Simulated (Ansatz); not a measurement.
# TaZn2B3: what a guessed cell relaxes into

The task: take a trial cell of TaZn2B3 to zero force and stress.

Program: Ansatz 0.2.0. Level of theory: DFT PBE, scalar-relativistic, plane waves, PAW. These are calculated values, not measurements.

1 further run of the same task is left out (for a known fault of the program).

### Step 1. The system as given

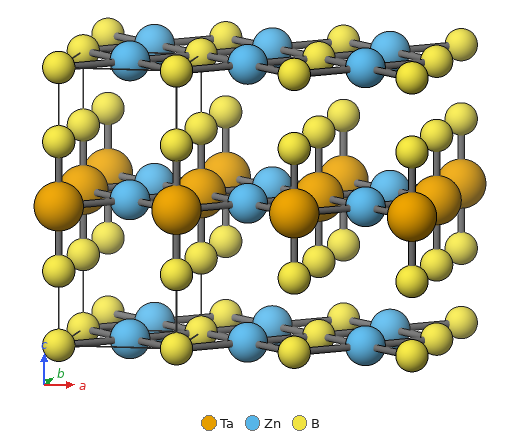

The starting structure, seen slightly off an axis (tantalum amber, zinc blue, boron yellow). 3×2×1 cells are drawn. Atoms on the faces are drawn again on the opposite ones.

As a file:

```
Ta Zn B
1.0
     3.16544    0.00000    0.00000
     0.00000    3.16544    0.00000
     0.00000    0.00000    7.38571
Ta Zn B
1 2 3
Direct
  0.00000 0.00000 0.50000
  0.50000 0.50000 0.50000
  0.50000 0.50000 0.00000
  0.00000 0.00000 0.73282
  0.00000 0.00000 0.26718
  0.00000 0.00000 0.00000
```

A structure generator made this guess: random cell by space group and Wyckoff sites (P4/mmm, No. 123). The dimensions are guesses.

### Step 2. The guess as it stands, on a coarse mesh

input.yaml

```yaml
crystal:
  lattice:
    - [3.16543513, 0.0, 0.0]
    - [0.0, 3.16543513, 0.0]
    - [0.0, 0.0, 7.38571147]
  atoms:
    - { symbol: Ta, position: [0.0, 0.0, 0.5] }
    - { symbol: Zn, position: [0.5, 0.5, 0.5] }
    - { symbol: Zn, position: [0.5, 0.5, 0.0] }
    - { symbol: B, position: [0.0, 0.0, 0.73282345] }
    - { symbol: B, position: [0.0, 0.0, 0.26717655] }
    - { symbol: B, position: [0.0, 0.0, 0.0] }
basis:
  ecutwfc: 420
kpoints:
  mp_grid: { grid: [6, 6, 4] }
hamiltonian:
  xc: pbe
scf:
  occupations: { method: gaussian, width: 0.1 }
  lower_state_search: "off"
output:
  forces: true
  stress: true
  eigenvalues: true
```

Started as:

```bash
$ ansatz run input.yaml --threads 1 --pin off --max-ram 2560MiB --backend cpu --events-out ev --progress --plain --runs-dir out
```

Log, shortened:

```text
[...]
SCF converged after 9 iterations
Free energy (F): -17023.587120 eV
[...]
E sigma→0 (E₀):  -17023.584259 eV
Entropy (-TS):   -0.005722 eV (-0.954 meV/atom)
Fermi energy:    10.989997 eV
[...]
--- Forces (eV/Å), atoms counted from 1 ---
  atom   1  Ta    -0.00000000     0.00000000     0.00000000
  atom   2  Zn     0.00000000     0.00000000     0.00000000
  atom   3  Zn     0.00000000    -0.00000000     0.00000000
  atom   4  B      0.00000000     0.00000000    10.54760961
  atom   5  B      0.00000000     0.00000000   -10.54760961
  atom   6  B     -0.00000000     0.00000000     0.00000000
[...]
--- Stress (GPa, compression-positive) ---
       49.359839       0.000000       0.000000
        0.000000      49.359839       0.000000
        0.000000       0.000000      40.139991
  P = ⅓ Tr σ = 46.2866 GPa (462.866 kbar)
--- Band table (eV; the first three rows and the last of 30) ---
[...]
```

It took 6.3 s on 1 thread of Arm Neoverse V1, shared host; peak memory 0.36 GiB.

The probe gives pressure 46.3 GPa, largest force 10.55 eV/Å, gap on this mesh none (metal). A cheap, loose relaxation comes first.

### Step 3. Rough relaxation on the coarse mesh

Edit input.yaml of step 2 so:

```diff
@@ -25 +25,6 @@
   eigenvalues: true
+relax:
+  adjacent_minimum: "off"
+  f_tol: 0.04
+  max_steps: 70
+  cell: { stress_tol: 0.4 }
```

Started as:

```bash
$ ansatz run input.yaml --threads 1 --pin off --max-ram 2560MiB --backend cpu --events-out ev --progress --plain --runs-dir out
```

Log:

```text
Warning: RAYON_NUM_THREADS=1 ignored (pool sized by the plan → 1); use --threads N
Engine: ansatz 0.2.0, aarch64-unknown-linux-gnu
Pseudopotentials: kind: paw
Pseudopotential: Ta, paw, valence charge 13, recommended cutoff 420 eV (normal), Ta.paw.azcp
Pseudopotential: Zn, paw, valence charge 12, recommended cutoff 420 eV (normal), Zn.paw.azcp
Pseudopotential: B, paw, valence charge 3, recommended cutoff 420 eV (normal), B.paw.azcp
Functional definition: PBE
  parameter kappa = 0.804
  parameter beta = 0.06672455060314922
  exchange = pbe_x(kappa = kappa, mu = beta*pi^2/3)
  correlation = pbe_c(beta = beta)
Crystal: 6 atoms, lattice volume = 74.005 Å³
Basis set: ecut = 420 eV, 1481 PW (Γ), exchange–correlation on 48×48×100 points (8 copies of the dense FFT grid, shifted against one another)
Bands: 29, of which v1, the nominal top of the filled ones, is band 23 counted from 1 (22 counted from 0)
Symmetry: 16 space group operations
Space group: P4/mmm (ITA 123), of the structure as read, at distance tolerance 4.2e-5 Å
k-points: 30 of 144
Non-local potential: Ta, projectors of the file, l = 0: 3, l = 1: 2, l = 2: 2, l = 3: 1
Non-local potential: Zn, projectors of the file, l = 0: 2, l = 1: 2, l = 2: 3, l = 3: 1
Non-local potential: B, projectors of the file, l = 0: 2, l = 1: 2, l = 2: 1
PAW form: soft (Blöchl's): semilocal exchange-correlation on the pseudo side does not see the compensation charge
PAW one-centre angular grid: Ta, 590 points (default); XC on 64 Gauss nodes
PAW one-centre angular grid: Zn, 590 points (default); XC on 64 Gauss nodes
PAW one-centre angular grid: B, 110 points (default); XC on 64 Gauss nodes
Initial density: superposition of atomic densities (neutral atoms: chi_scale 0, normalization atom), corrected by the library's trained network
Initial wavefunctions: pseudopotential atomic-orbital guess
Functional: x = pbe(κ = 0.804, μ = 0.2195149727645171), c = pbe(β = 0.06672455060314922)
SCF iter   1: F=—  HF=-17023.716673 eV  |F-HF|=—  |Δ(HF+E_count)|=         —  Δρ=2.24e-2  dr2=9.77e-1  ethr=1.77e-3  ⟨swp⟩=5.5  Hψ=3711  notcnv=0
preconditioner: auto → Kerker (q_TF=auto, 2.520 Å⁻¹)  [metal: Δε(μ)=0.102 eV  Ē_g=8.811 eV  σ=0.100 eV  W_gap=0.48  n_scr=16 (ndim 8)  ℏωp=26.6 eV  f_vac=0.000  D(μ)=1.59/eV (n_scr^D=4)]
SCF iter   2: F=—  HF=-17023.596497 eV  |F-HF|=—  |Δ(HF+E_count)|=   1.20e-1  Δρ=8.16e-3  dr2=5.02e-2  ethr=1.77e-3  ⟨swp⟩=2.0  Hψ=1228  notcnv=0  defer=25
SCF iter   3: F=—  HF=-17023.588336 eV  |F-HF|=—  |Δ(HF+E_count)|=   8.16e-3  Δρ=3.49e-3  dr2=8.52e-3  ethr=1.09e-4  ⟨swp⟩=2.2  Hψ=1081  notcnv=0  defer=32
SCF iter   4: F=—  HF=-17023.587860 eV  |F-HF|=—  |Δ(HF+E_count)|=   4.76e-4  Δρ=1.85e-3  dr2=2.46e-3  ethr=1.85e-5  ⟨swp⟩=2.0  Hψ=1369  notcnv=0  defer=32
SCF iter   5: F=—  HF=-17023.587120 eV  |F-HF|=—  |Δ(HF+E_count)|=   7.40e-4  Δρ=6.60e-4  dr2=2.84e-4  ethr=5.35e-6  ⟨swp⟩=2.0  Hψ=1285  notcnv=0  defer=32
SCF iter   6: F=—  HF=-17023.587101 eV  |F-HF|=—  |Δ(HF+E_count)|=   1.87e-5  Δρ=2.21e-4  dr2=3.54e-5  ethr=6.18e-7  ⟨swp⟩=2.2  Hψ=1532  notcnv=0  defer=34
SCF iter   7: F=—  HF=-17023.587129 eV  |F-HF|=—  |Δ(HF+E_count)|=   2.79e-5  Δρ=1.88e-4  dr2=1.91e-5  ethr=7.69e-8  ⟨swp⟩=2.0  Hψ=1394  notcnv=0  defer=34
SCF iter   8: F=—  HF=-17023.587120 eV  |F-HF|=—  |Δ(HF+E_count)|=   9.51e-6  Δρ=4.31e-5  dr2=1.19e-6  ethr=4.14e-8  ⟨swp⟩=2.0  Hψ=1359  notcnv=0  defer=34
SCF iter   9: F=-17023.587120 eV  HF=-17023.587120 eV  |F-HF|=1.49e-8  |Δ(HF+E_count)|=   1.39e-7  Δρ=1.01e-5  dr2=9.64e-8  ethr=2.17e-10  ⟨swp⟩=7.8  Hψ=4233  notcnv=0
SCF 1 converged in 9 iterations: F = -17023.587120 eV  dr2 = 9.64e-8
relax step   1: F+E_penalty+E_count = -17023.58711979 eV  Δ(F+E_penalty+E_count) = +0.000e0 eV  max|allowed force component| = 1.055e1 eV/Å  Δτ_max = 0.0000 Å  P = +46.287 GPa  Ω = 74.005 Å³  (9 SCF iters, dr2 threshold 1.00e-7 eV, accepted)
Crystal: 6 atoms, lattice volume = 80.766 Å³
Basis set: ecut = 420 eV, 1609 PW (Γ), exchange–correlation on 48×48×100 points (8 copies of the dense FFT grid, shifted against one another)
Initial density: handed on by an earlier stage of this run
Initial wavefunctions: those handed on with the density
SCF iter   1: F=—  HF=-17028.240845 eV  |F-HF|=—  |Δ(HF+E_count)|=         —  Δρ=3.97e-2  dr2=6.25e0  ethr=3.10e-3  ⟨swp⟩=7.1  Hψ=4367  notcnv=0
preconditioner: auto → Kerker (q_TF=auto, 2.484 Å⁻¹)  [metal: Δε(μ)=0.091 eV  Ē_g=8.637 eV  σ=0.100 eV  W_gap=0.48  n_scr=16 (ndim 8)  ℏωp=25.5 eV  f_vac=0.000  D(μ)=1.70/eV (n_scr^D=8)]
SCF iter   2: F=—  HF=-17027.637860 eV  |F-HF|=—  |Δ(HF+E_count)|=   6.03e-1  Δρ=1.23e-2  dr2=3.07e-1  ethr=3.10e-3  ⟨swp⟩=2.7  Hψ=1470  notcnv=0  defer=27
SCF iter   3: F=—  HF=-17027.592641 eV  |F-HF|=—  |Δ(HF+E_count)|=   4.52e-2  Δρ=6.50e-3  dr2=3.90e-2  ethr=6.67e-4  ⟨swp⟩=2.1  Hψ=1522  notcnv=0  defer=28
SCF iter   4: F=—  HF=-17027.584211 eV  |F-HF|=—  |Δ(HF+E_count)|=   8.43e-3  Δρ=3.42e-3  dr2=8.42e-3  ethr=8.47e-5  ⟨swp⟩=2.1  Hψ=1458  notcnv=0  defer=28
SCF iter   5: F=—  HF=-17027.581800 eV  |F-HF|=—  |Δ(HF+E_count)|=   2.41e-3  Δρ=9.24e-4  dr2=1.49e-3  ethr=1.83e-5  ⟨swp⟩=2.2  Hψ=1649  notcnv=0  defer=28
SCF iter   6: F=—  HF=-17027.581777 eV  |F-HF|=—  |Δ(HF+E_count)|=   2.35e-5  Δρ=4.50e-4  dr2=2.15e-4  ethr=3.24e-6  ⟨swp⟩=2.5  Hψ=1451  notcnv=0  defer=28
SCF iter   7: F=—  HF=-17027.581775 eV  |F-HF|=—  |Δ(HF+E_count)|=   1.55e-6  Δρ=3.75e-4  dr2=7.00e-5  ethr=4.67e-7  ⟨swp⟩=2.1  Hψ=1387  notcnv=0  defer=28
SCF iter   8: F=—  HF=-17027.581759 eV  |F-HF|=—  |Δ(HF+E_count)|=   1.62e-5  Δρ=7.64e-5  dr2=1.69e-5  ethr=1.52e-7  ⟨swp⟩=2.1  Hψ=1367  notcnv=0  defer=28
SCF iter   9: F=-17027.581759 eV  HF=-17027.581759 eV  |F-HF|=1.77e-8  |Δ(HF+E_count)|=   5.85e-7  Δρ=2.08e-5  dr2=4.70e-7  ethr=1.30e-9  ⟨swp⟩=9.0  Hψ=4814  notcnv=0
SCF 2 converged in 9 iterations: F = -17027.581759 eV  dr2 = 4.70e-7
relax step   2: F+E_penalty+E_count = -17027.58175866 eV  Δ(F+E_penalty+E_count) = -3.995e0 eV  max|allowed force component| = 7.563e0 eV/Å  Δτ_max = 0.1405 Å  P = +23.426 GPa  Ω = 80.766 Å³  energy of the carried Pulay correction = -6.657e-3 eV  (9 SCF iters, dr2 threshold 6.00e-7 eV, accepted)
Crystal: 6 atoms, lattice volume = 84.549 Å³
Basis set: ecut = 420 eV, 1653 PW (Γ), exchange–correlation on 48×48×100 points (8 copies of the dense FFT grid, shifted against one another)
SCF iter   1: F=—  HF=-17030.947047 eV  |F-HF|=—  |Δ(HF+E_count)|=         —  Δρ=4.27e-2  dr2=5.67e0  ethr=3.10e-3  ⟨swp⟩=7.2  Hψ=4263  notcnv=0
preconditioner: auto → Kerker (q_TF=auto, 2.465 Å⁻¹)  [metal: Δε(μ)=0.035 eV  Ē_g=8.334 eV  σ=0.100 eV  W_gap=0.20  n_scr=16 (ndim 8)  ℏωp=24.9 eV  f_vac=0.000  D(μ)=2.75/eV (n_scr^D=16)]
SCF iter   2: F=—  HF=-17030.333250 eV  |F-HF|=—  |Δ(HF+E_count)|=   6.14e-1  Δρ=1.69e-2  dr2=4.56e-1  ethr=3.10e-3  ⟨swp⟩=2.6  Hψ=1410  notcnv=0  defer=23
SCF iter   3: F=—  HF=-17030.264582 eV  |F-HF|=—  |Δ(HF+E_count)|=   6.87e-2  Δρ=6.00e-3  dr2=2.59e-2  ethr=9.92e-4  ⟨swp⟩=2.3  Hψ=1210  notcnv=0  defer=23
SCF iter   4: F=—  HF=-17030.263896 eV  |F-HF|=—  |Δ(HF+E_count)|=   6.86e-4  Δρ=4.11e-3  dr2=7.43e-3  ethr=5.64e-5  ⟨swp⟩=2.4  Hψ=1845  notcnv=0  defer=24
SCF iter   5: F=—  HF=-17030.258963 eV  |F-HF|=—  |Δ(HF+E_count)|=   4.93e-3  Δρ=9.45e-4  dr2=8.17e-4  ethr=1.61e-5  ⟨swp⟩=2.2  Hψ=1469  notcnv=0  defer=24
SCF iter   6: F=—  HF=-17030.259006 eV  |F-HF|=—  |Δ(HF+E_count)|=   4.29e-5  Δρ=4.68e-4  dr2=1.77e-4  ethr=1.78e-6  ⟨swp⟩=2.3  Hψ=1634  notcnv=0  defer=19
SCF iter   7: F=—  HF=-17030.258962 eV  |F-HF|=—  |Δ(HF+E_count)|=   4.35e-5  Δρ=2.85e-4  dr2=1.01e-4  ethr=3.86e-7  ⟨swp⟩=2.3  Hψ=1399  notcnv=0  defer=19
SCF iter   8: F=—  HF=-17030.258945 eV  |F-HF|=—  |Δ(HF+E_count)|=   1.73e-5  Δρ=1.00e-4  dr2=8.85e-6  ethr=2.20e-7  ⟨swp⟩=2.3  Hψ=1383  notcnv=0  defer=19
SCF iter   9: F=—  HF=-17030.258946 eV  |F-HF|=—  |Δ(HF+E_count)|=   1.47e-6  Δρ=3.34e-5  dr2=7.03e-7  ethr=1.92e-8  ⟨swp⟩=2.0  Hψ=1296  notcnv=0  defer=19
SCF iter  10: F=-17030.258946 eV  HF=-17030.258946 eV  |F-HF|=6.62e-10  |Δ(HF+E_count)|=   2.00e-7  Δρ=7.22e-6  dr2=3.14e-8  ethr=1.30e-9  ⟨swp⟩=10.1  Hψ=4384  notcnv=0
the search or the solves at the SCF's close seem to have found levels that the self-consistency loop had missed (the run counts 1). By its estimate they hold under 1e-12 electrons; where the run keeps them, the occupations were computed again with them
SCF 3 converged in 10 iterations: F = -17030.258946 eV  dr2 = 3.14e-8
relax step   3: F+E_penalty+E_count = -17030.25894604 eV  Δ(F+E_penalty+E_count) = -2.677e0 eV  max|allowed force component| = 3.481e0 eV/Å  Δτ_max = 0.1948 Å  P = +15.146 GPa  Ω = 84.549 Å³  energy of the carried Pulay correction = -1.014e-2 eV  (10 SCF iters, dr2 threshold 6.00e-7 eV, accepted)
[... 14 lines left out ...]
relax step   4: F+E_penalty+E_count = -17031.05031340 eV  Δ(F+E_penalty+E_count) = -7.914e-1 eV  max|allowed force component| = 1.632e0 eV/Å  Δτ_max = 0.1592 Å  P = +3.523 GPa  Ω = 93.689 Å³  energy of the carried Pulay correction = -1.790e-2 eV  (9 SCF iters, dr2 threshold 6.00e-7 eV, accepted)
[... 14 lines left out ...]
relax step   5: F+E_penalty+E_count = -17031.13726655 eV  Δ(F+E_penalty+E_count) = -8.695e-2 eV  max|allowed force component| = 2.272e-1 eV/Å  Δτ_max = 0.0503 Å  P = -0.287 GPa  Ω = 96.319 Å³  energy of the carried Pulay correction = -1.998e-2 eV  (9 SCF iters, dr2 threshold 6.00e-7 eV, accepted)
[... 12 lines left out ...]
relax step   6: F+E_penalty+E_count = -17031.16109081 eV  Δ(F+E_penalty+E_count) = -2.382e-2 eV  max|allowed force component| = 1.977e-2 eV/Å  Δτ_max = 0.0030 Å  P = +0.065 GPa  Ω = 96.762 Å³  energy of the carried Pulay correction = -2.032e-2 eV  (7 SCF iters, dr2 threshold 6.00e-7 eV, accepted)
[... 12 lines left out ...]
relax step   7: F+E_penalty+E_count = -17031.16139828 eV  Δ(F+E_penalty+E_count) = -3.075e-4 eV  max|allowed force component| = 1.847e-3 eV/Å  Δτ_max = 0.0010 Å  P = -0.002 GPa  Ω = 96.759 Å³  energy of the carried Pulay correction = -2.032e-2 eV  (6 SCF iters, dr2 threshold 6.00e-7 eV, accepted)
[... 13 lines left out ...]
relax step   8: F+E_penalty+E_count = -17031.21325730 eV  Δ(F+E_penalty+E_count) = -5.186e-2 eV  max|allowed force component| = 4.151e-3 eV/Å  Δτ_max = 0.0000 Å  P = +0.557 GPa  Ω = 96.759 Å³  stress off target by 6.90e-1 GPa  SCF on the basis re-selected at this cell (its energy is not comparable with the rows above)  (8 SCF iters)
[... 12 lines left out ...]
relax step   9: F+E_penalty+E_count = -17031.21427559 eV  Δ(F+E_penalty+E_count) = -1.018e-3 eV  max|allowed force component| = 4.245e-3 eV/Å  Δτ_max = 0.0004 Å  P = +0.096 GPa  Ω = 97.357 Å³  energy of the carried Pulay correction = -4.004e-4 eV  (6 SCF iters, dr2 threshold 6.00e-7 eV, accepted)
iter 1 solved again at ethr=9.68e-8 eV; its pass at ethr=3.10e-3 eV (dr2=4.45e-5 eV) is discarded
SCF iter   1: F=—  HF=-17031.214445 eV  |F-HF|=—  |Δ(HF+E_count)|=         —  Δρ=1.10e-4  dr2=3.63e-7  ethr=9.68e-8  ⟨swp⟩=3.1  Hψ=6014  notcnv=0
preconditioner: auto → Kerker (q_TF=auto, 2.408 Å⁻¹)  [metal: Δε(μ)=0.030 eV  Ē_g=7.517 eV  σ=0.100 eV  W_gap=0.17  n_scr=24 (ndim 8)  ℏωp=23.2 eV  f_vac=0.000  D(μ)=5.08/eV (n_scr^D=54)]
SCF iter   2: F=—  HF=-17031.214567 eV  |F-HF|=—  |Δ(HF+E_count)|=   1.22e-4  Δρ=5.68e-5  dr2=1.71e-7  ethr=7.90e-10  ⟨swp⟩=2.0  Hψ=1445  notcnv=0
SCF iter   3: F=—  HF=-17031.214597 eV  |F-HF|=—  |Δ(HF+E_count)|=   3.00e-5  Δρ=1.21e-5  dr2=3.49e-8  ethr=3.71e-10  ⟨swp⟩=2.0  Hψ=1235  notcnv=0
SCF iter   4: F=—  HF=-17031.214599 eV  |F-HF|=—  |Δ(HF+E_count)|=   1.08e-6  Δρ=3.81e-6  dr2=6.79e-9  ethr=7.59e-11  ⟨swp⟩=2.0  Hψ=1321  notcnv=0
iter 5 did not close the SCF: its close was put off for the readings that it lacked (scf_convergence_deferred on its scf_iter line)
SCF iter   5: F=-17031.214599 eV  HF=-17031.214599 eV  |F-HF|=4.40e-10  |Δ(HF+E_count)|=   1.13e-7  Δρ=9.41e-7  dr2=1.25e-9  ethr=1.48e-11  ⟨swp⟩=2.0  Hψ=1320  notcnv=0
SCF iter   6: F=-17031.214599 eV  HF=-17031.214599 eV  |F-HF|=7.64e-11  |Δ(HF+E_count)|=  9.39e-10  Δρ=2.92e-7  dr2=7.08e-11  ethr=2.71e-12  ⟨swp⟩=3.5  Hψ=3442  notcnv=0
SCF 10 converged in 6 iterations: F = -17031.214599 eV  dr2 = 7.08e-11
relax step  10: F+E_penalty+E_count = -17031.21459864 eV  Δ(F+E_penalty+E_count) = -3.231e-4 eV  max|allowed force component| = 4.079e-3 eV/Å  Δτ_max = 0.0000 Å  P = +0.095 GPa  Ω = 97.357 Å³  stress off target by 1.05e-1 GPa  SCF on the basis re-selected at this cell (its energy is not comparable with the rows above)  (6 SCF iters)
basis re-selected at this cell: Δ(F+E_penalty+E_count) = -3.231e-4 eV, ΔP = -0.001 GPa vs the last step (what re-selecting the basis moved, of the pressure what is left beyond the Pulay correction that the steps carried, after the strain that the cell walked since its last selection, with what the two solves' SCF thresholds leave and, on support functions, any second-order correction that the steps lacked; it is no measure of the basis error at this ecutwfc). This SCF's stress stands 1.05e-1 GPa from its target on what of the cell is left free (relax.cell.stress_tol is 4.00e-1 GPa) and its largest allowed force component is 4.08e-3 eV/Å (relax.f_tol is 4.00e-2 eV/Å): within both
SCF converged after 6 iterations
Free energy (F): -17031.214599 eV
Harris-Foulkes:  -17031.214599 eV  (|F-HF|=7.64e-11)
Internal energy: -17031.189183 eV  (E = F + TS)
E sigma→0 (E₀):  -17031.201891 eV
Entropy (-TS):   -0.025416 eV (-4.236 meV/atom)
Fermi energy:    7.469483 eV
--- Per-component energies (eV) ---
  E_band       = -194.485106
  E_kinetic    = 754.640903
  E_local      = -5082.478675  (includes V_loc(G=0)·N_el)
  E_nonlocal   = 1277.139692
  E_hartree    = 2086.823765
  E_xc         = -581.462259
  E_vxc        = -411.634948  (∫ρ·V_xc dr)
  E_paw        = -12282.749760  (= ΣΔE_a)
  E_vpaw       = -905.799312  (= ΣTr[D̂ρ^β])
  E_aug_tail   = -0.000628  (compensation charges beyond the density's cutoff)
  E_ewald      = -3203.102221
  E_smearing   = -0.025416  (= −TS)
  E_closure    = -0.000000  (closes the sum)
  Σ components = -17031.214599   (vs F -17031.214599, Δ=0.00e0)
--- Forces (eV/Å), atoms counted from 1 ---
  atom   1  Ta    -0.00000000    -0.00000000     0.00000000
  atom   2  Zn     0.00000000     0.00000000     0.00000000
  atom   3  Zn     0.00000000     0.00000000     0.00000000
  atom   4  B      0.00000000     0.00000000    -0.00407926
  atom   5  B      0.00000000     0.00000000     0.00407926
  atom   6  B      0.00000000    -0.00000000     0.00000000
  max |Σ_I F_I| component: 1.77e-29 eV/Å
--- Stress (GPa, compression-positive) ---
        0.104795       0.000000       0.000000
        0.000000       0.104795       0.000000
        0.000000       0.000000       0.074725
  P = ⅓ Tr σ = 0.0948 GPa (0.948 kbar)
--- Band table (eV; the first three rows and the last of 30) ---
  k-point 0: bands = ["-60.0712", "-26.6116", "-26.6116", "-26.5255", "-2.6261", "-0.0758", "0.1418", "0.1563", "0.5675", "0.6247", "0.6755", "0.7400", "0.7400", "0.7906", "0.7906", "0.8074", "1.3988", "4.2505", "5.8410", "6.8936", "6.8936", "7.3928", "8.3222", "8.3222", "8.4667", "10.3420", "12.0925", "12.2624", "12.2624"]
  k-point 1: bands = ["-60.0713", "-26.6116", "-26.6116", "-26.5255", "-2.5814", "-0.3247", "0.1418", "0.1563", "0.4236", "0.6754", "0.7143", "0.7452", "0.7452", "0.7851", "0.7851", "0.8074", "1.8024", "4.3577", "5.5124", "6.7823", "6.7823", "7.3932", "8.4222", "8.7195", "8.7195", "10.3421", "11.0259", "11.0259", "11.9496"]
  k-point 2: bands = ["-60.0712", "-26.6116", "-26.6116", "-26.5255", "-2.5320", "-0.5395", "0.1418", "0.1564", "0.3930", "0.6754", "0.7283", "0.7527", "0.7527", "0.7776", "0.7776", "0.8074", "2.1441", "4.6736", "4.9610", "6.6948", "6.6948", "7.3936", "8.3736", "9.4115", "9.4115", "10.0437", "10.0437", "10.3420", "12.0493"]
  k-point 29: bands = ["-60.0662", "-26.6957", "-26.6957", "-26.5094", "-1.0678", "0.1955", "0.6069", "0.6069", "0.6400", "0.6916", "0.6916", "0.7614", "0.7750", "0.9323", "1.6102", "1.6695", "3.5109", "4.0825", "4.0825", "4.8941", "6.5583", "6.7824", "6.8841", "6.8841", "7.7841", "7.7841", "10.2372", "10.2372", "11.0268"]
--- Relaxed structure (8 steps of the walk, 8 accepted, 2 SCFs on fresh bases) ---
  F+E_penalty+E_count = -17031.21459864 eV   max|allowed force component| = 4.079e-3 eV/Å   (the final SCF, on the basis selected at the relaxed cell)
  cell:  # Å, volume = 97.3569 Å³
    - [3.5637645895330743, 1.7606347107844114e-33, 0.0]
    - [1.7606347107844114e-33, 3.5637645895330743, 0.0]
    - [0.0, 0.0, 7.665648628008823]
  atoms:
    - { symbol: Ta, position: [4.220156382703913e-34, 3.675901185610317e-35, 0.5] }
    - { symbol: Zn, position: [0.5, 0.5, 0.5] }
    - { symbol: Zn, position: [0.5, 0.5, 0.0] }
    - { symbol: B, position: [2.9510198095686273e-34, -1.695350977846138e-35, 0.7935703386502067] }
    - { symbol: B, position: [2.908239925080921e-34, 2.0597722160747498e-36, 0.20642966134979338] }
    - { symbol: B, position: [-4.118356102024835e-33, 7.573623994490224e-35, 0.0] }
```

It took 72 s on 1 thread of Arm Neoverse V1, shared host; peak memory 0.4 GiB.

The steps of the relaxation:

```
step  E - E(step 1) (eV/cell)  largest force component (eV/Å)  pressure (GPa)  volume (Å³)
   1                   0.0000                         10.5476           46.29        74.00
   2                  -3.9946                          7.5635           23.43        80.77
   3                  -6.6718                          3.4807           15.15        84.55
   4                  -7.4632                          1.6320            3.52        93.69
   5                  -7.5501                          0.2272           -0.29        96.32
   6                  -7.5740                          0.0198            0.06        96.76
   7                  -7.5743                          0.0018            0.00        96.76
   8                  -7.6261                          0.0042            0.56        96.76
   9                  -7.6272                          0.0042            0.10        97.36
  10                  -7.6275                          0.0041            0.09        97.36
```

Step 1 is the start. Steps 8, 10 each repeat the geometry before them on a plane-wave basis chosen anew, so the energy can jump there without any move.

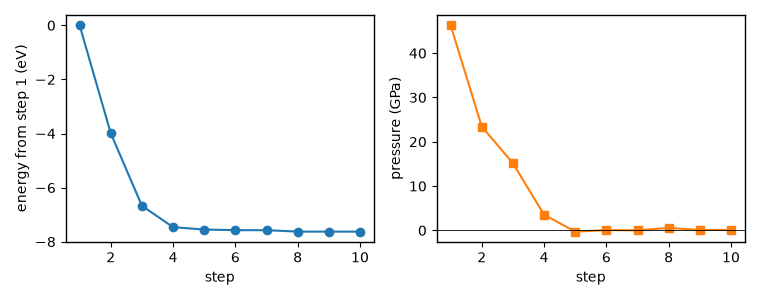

Energy and pressure along the relaxation.

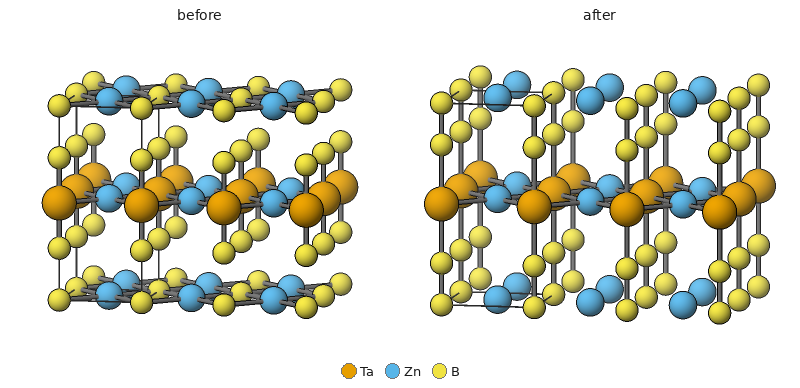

The structure before (left) and after (right) the relaxation, drawn at the same scale.

|  | before | after | change |
| --- | --- | --- | --- |
| a (Å) | 3.165 | 3.564 | +12.6 % |
| b (Å) | 3.165 | 3.564 | +12.6 % |
| c (Å) | 7.386 | 7.666 | +3.8 % |
| volume (Å³/atom) | 12.33 | 16.23 | +31.6 % |
| shortest distance (Å) | 1.720 | 1.582 | -8.0 % |
| space group (0.01 Å) | P4/mmm | P4/mmm | same |

Forces and stress were held to the start's 16 operations: a distortion of lower symmetry was not tested.

[end of part 1 of 2]
